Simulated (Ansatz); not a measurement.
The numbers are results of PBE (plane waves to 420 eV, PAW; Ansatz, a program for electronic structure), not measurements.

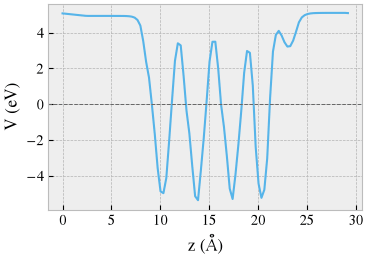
Plane-averaged electrostatic potential energy along the normal, in eV from the highest filled level, for the (0001) surface of wurtzite CdSe (in the relaxation 3 Cd–Se bonds broke), Cd-terminated, 2x2 cell from a buckled start (bottom of the slab: 2 H on 4 bottom sites)

Slab: 34 atoms, 13.4 Å thick at the start with caps and adatoms (thin: gaps and levels are the slab's own); k 3x3x1, smearing 0.025 eV, dipole-corrected; 8 atoms held, the rest relaxed; no symmetry held; no spin, no spin-orbit, no U. In PBE it is, or lies within 0.01 eV a 1x1 cell of, the lowest of the 2 structures of its composition computed so far; larger cells were not tried.

The vacuum level lies 5.11 eV above the highest filled level over the top face and 4.94 eV above it under the bottom face.
